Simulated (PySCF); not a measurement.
C7H16P2 (SMILES C/C=C/PP(C)CCC)

```
atom    x (Å)    y (Å)    z (Å)
   C   4.3359   1.3318   0.1646
   C   3.4491   0.1344   0.1998
   C   2.1912   0.1416   0.6227
   P   1.1224  -1.3148   0.7206
   P  -0.1986  -0.8335  -0.9606
   C  -1.0609  -2.4751  -1.0189
   C  -1.4605   0.1218   0.0302
   C  -2.6270   0.5866  -0.8351
   C  -3.6181   1.4244  -0.0366
   H   3.8176   2.2142   0.5319
   H   5.2219   1.1618   0.7768
   H   4.6712   1.5182  -0.8559
   H   3.8940  -0.7874  -0.1546
   H   1.7498   1.0564   1.0029
   H   1.9321  -2.1437  -0.0639
   H  -0.3675  -3.2239  -1.3983
   H  -1.4104  -2.7725  -0.0315
   H  -1.9041  -2.4106  -1.7041
   H  -0.9488   0.9940   0.4492
   H  -1.8183  -0.4917   0.8629
   H  -3.1431  -0.2820  -1.2506
   H  -2.2395   1.1727  -1.6717
   H  -4.0192   0.8493   0.7955
   H  -3.1340   2.3128   0.3633
   H  -4.4461   1.7396  -0.6673
```

Geometry: GFN2-xTB.

Method: PBE0/pcSseg-1, SCF density, gas phase, non-relativistic in PySCF.

Predict the electron density and electron localisation function between the atoms.

Answer. P–P (2.19 Å): ρ is about 0.85 e/Å³ halfway; the ELF peaks at about 0.95 between the atoms (a shared electron pair).
C–H (1.09 Å): ρ at the midpoint is about 2 e/Å³; the ELF climbs to about 1 towards the hydrogen, as it does in any bond to H: an ordinary covalent bond to hydrogen.
C–P (1.87 Å): ρ is about 1.1 e/Å³ halfway; the ELF peaks at about 0.95 between the atoms, as expected for localised, covalent bonding.

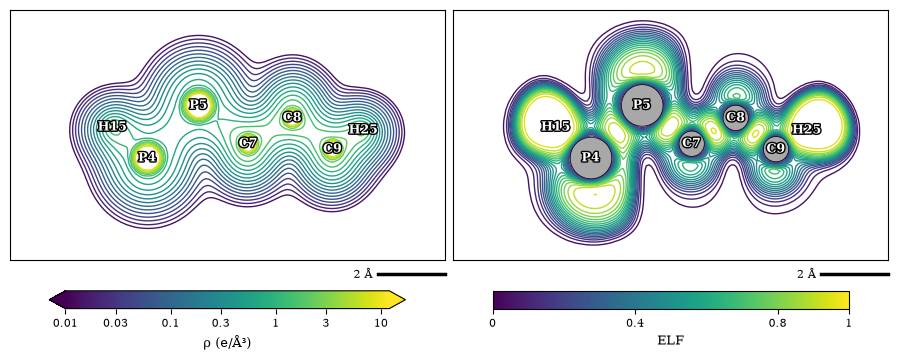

Computed electron density and electron localisation function on the plane of atoms P4, P5 and C7, in this order. Grey discs cover the atomic cores in the ELF map. 
